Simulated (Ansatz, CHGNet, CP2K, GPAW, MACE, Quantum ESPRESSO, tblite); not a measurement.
## Generalised stacking fault on (111) (glide set) of a Ge-Sn solid solution (48 atoms): runs against a plane-wave reference

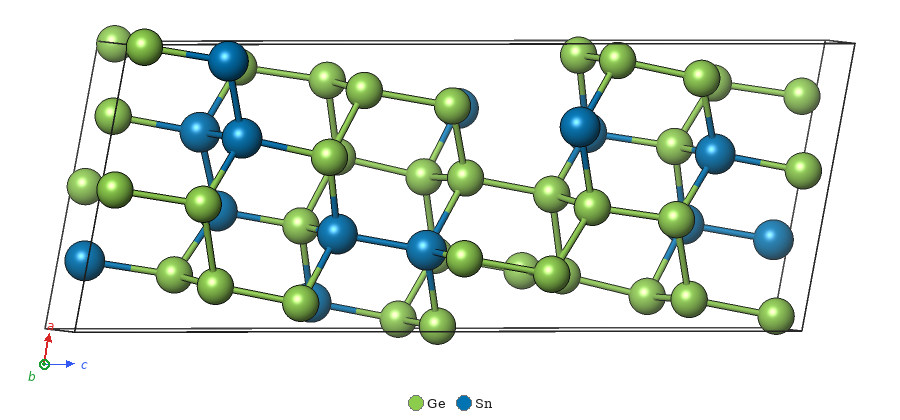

The cell (germanium green, tin blue). Bonds to atoms that aren't drawn are left out. Some periodic images of atoms are drawn too.

The cell holds 48 atoms: 34 Ge and 14 Sn. Its edges and angles: a = 8.334 Å, b = 7.218 Å, c = 20.867 Å, α = 90.0°, β = 79.5°, γ = 90.0°. Diamond-structure Ge lattice (a = 5.8932 Å, the value set for the mixture), cell with z along [111], 2 x 1 x 2 periods; the third cell vector is tilted by 0.917 of 1/2[1-10] and lengthened by 0.1 Å, so the cell holds one fault (glide set); displaced by a Gaussian of 0.01 Å; 14 of 48 Ge sites given to Sn at random (lattice constant by Vegard's rule between Ge and Sn). Then every atom was moved at random, 0.05 Å r.m.s. a Cartesian component.

Geometry: as built.

The reference, a calculation:

- method: Kohn-Sham DFT, PBE, SSSP efficiency 1.3.0 pseudopotentials, plane waves (Quantum ESPRESSO 7.5); sssp-pbe-1.3.0-efficiency, cutoffs 45/360 Ry, Γ point
- r.m.s. force component: 1.177 eV/Å
- longest force: 5.194 eV/Å
- pressure: 8.323 GPa
- time: 2.2 min on 4 MPI ranks of Arm Neoverse V2, shared host
- CPU time: 8.6 min

Runs, in no order:
A. CP2K PBE, DZVP-MOLOPT-SR, 244/50 Ry, diagonalisation: Kohn-Sham DFT, PBE, GTH-PBE pseudopotentials, Gaussian and plane waves, DZVP-MOLOPT-SR-GTH, diagonalisation
B. CHGNet r2SCAN potential: machine-learned interatomic potential CHGNet r2SCAN, trained on r2SCAN plane-wave data
C. MACE MP-0b2 small potential: machine-learned interatomic potential MACE MP-0b2 small, trained on PBE(+U) plane-wave data
D. GPAW PBE, LCAO szp(dzp), h 0.2 Å: Kohn-Sham DFT, PBE, PAW, atomic orbitals (szp(dzp))

Q: Order them from the smallest to the largest r.m.s. force difference.

A, D, C, B.

| run | Δ force, r.m.s. (meV/Å) | share of r.m.s. force (%) | CPU time |
| --- | --- | --- | --- |
| A. CP2K PBE, DZVP-MOLOPT-SR, 244/50 Ry, diagonalisation | 60.9 | 5.17 | 2.2 min |
| D. GPAW PBE, LCAO szp(dzp), h 0.2 Å | 169 | 14.4 | 2 min |
| C. MACE MP-0b2 small potential | 332 | 28.2 | 5 s |
| B. CHGNet r2SCAN potential | 599 | 50.9 | 2.6 s |

Machine-learned potentials mimic data converged in k, so the reference's own k-point error enters their differences. The electronic-structure runs sample only Γ, in a cell whose shortest periodic width is 7 Å, which is coarse for a cell with partly filled levels.

[Hosts, paths, dates, database ids (printed as entryN), source tags and the programs' standing remarks are cut or masked in the printed files.]
